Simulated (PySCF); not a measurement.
Consider C₅H₉Al.

The calculation's input:

```
{"job": {"kind": "nmr", "xc": "PBE0", "basis": "pcSseg-1"}, "charge": 0, "multiplicity": 1}
C      2.585394    -0.357143    -0.257266
C      1.373667    -0.902754    -0.142186
Al    -0.213519     0.282175    -0.298479
C      0.031463     2.223007    -0.671805
C     -2.024953    -0.502973    -0.076428
C     -2.167559    -1.793864     0.228036
H      2.706042     0.705547    -0.423860
H      3.509172    -0.920182    -0.193675
H      1.341200    -1.980874     0.026028
H     -0.910413     2.695767    -0.972483
H      0.749605     2.412875    -1.477173
H      0.393188     2.782755     0.197943
H     -2.944558     0.078622    -0.187408
H     -3.127008    -2.279029     0.365235
H     -1.306134    -2.435939     0.355954
```

Run with:

```sh
OMP_NUM_THREADS=1 python probes_run.py task.json out
```

Geometry: GFN2-xTB.

Method: PBE0/pcSseg-1, SCF density, gas phase, non-relativistic in PySCF.

What will maps of the electron density and electron localisation function show?

Answer. C–C (1.33 Å): the density is about 2.3 e/Å³ at the midpoint; the ELF peaks at about 0.95 between the atoms (a multiple bond).
C–Al (1.99 Å): the density is about 0.68 e/Å³ at the midpoint; the ELF peaks at about 0.95 between the atoms, as expected for a shared but strongly polarised pair.
C–H (1.08 Å): ρ at the midpoint is about 2 e/Å³; the ELF climbs to about 1 towards the hydrogen, as it does in any bond to H; a covalent bond by its length.

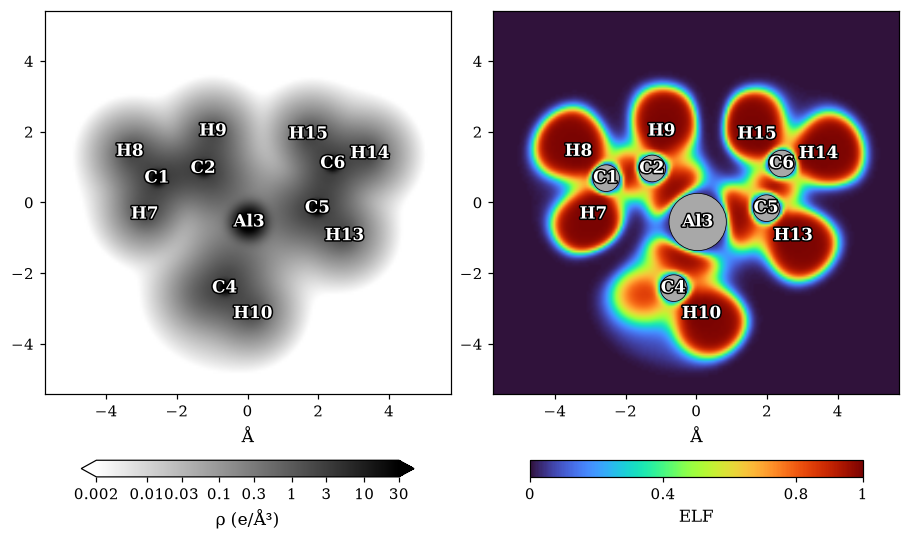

Computed electron density and electron localisation function on the plane of atoms C5, C6 and H14, in this order. Grey discs cover the atomic cores in the ELF map. 
